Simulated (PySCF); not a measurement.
System: C₆H₅B₂F.

Input

```
{"job": {"kind": "nmr", "xc": "PBE0", "basis": "pcSseg-1"}, "charge": 0, "multiplicity": 1}
C      2.561989    -0.889573     2.090564
C      1.680685    -0.568155     1.336992
C      0.636562    -0.193826     0.468881
C      0.599656     1.046537    -0.088799
F      1.611031     1.912119     0.200861
B     -0.582420     1.551965    -0.946267
C     -1.696702     0.521281    -1.280766
C     -1.685162    -0.716009    -0.746485
B     -0.457042    -1.227137     0.053990
H      3.333681    -1.173223     2.741936
H     -0.665122     2.680880    -1.239042
H     -2.531819     0.806312    -1.913543
H     -2.514543    -1.384369    -0.959601
H     -0.291471    -2.367275     0.259114
```

Run with:

```sh
OMP_NUM_THREADS=1 python probes_run.py task.json out
```

Geometry: GFN2-xTB.

Method: PBE0/pcSseg-1, SCF density, gas phase, non-relativistic in PySCF.

**What will maps of the electron density and electron localisation function show?**

C–C (1.20 Å): ρ is about 2.7 e/Å³ halfway; the ELF peaks at about 0.85 between the atoms (a short, multiple covalent bond).
C–F (1.36 Å): ρ at the midpoint is about 2.2 e/Å³, with its minimum of 1.7 e/Å³ about 0.5 Å from C; the ELF peaks at about 0.85 between the atoms; a shared but strongly polarised pair.
C–B (1.55 Å): ρ at the midpoint is about 1.5 e/Å³; the ELF peaks at about 1 between the atoms (a covalent bond).
C–H (1.05 Å): the density is about 2.1 e/Å³ at the midpoint; the ELF climbs to about 1 towards the hydrogen, as it does in any bond to H (an ordinary covalent bond to hydrogen).

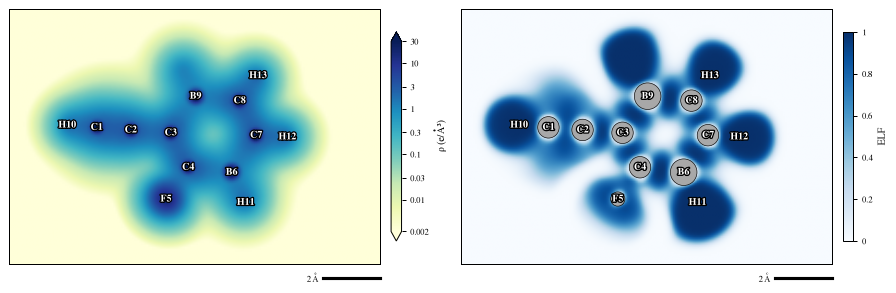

Computed electron density and electron localisation function on the plane of atoms B6, C7 and H12, in this order. Grey discs cover the atomic cores in the ELF map. 
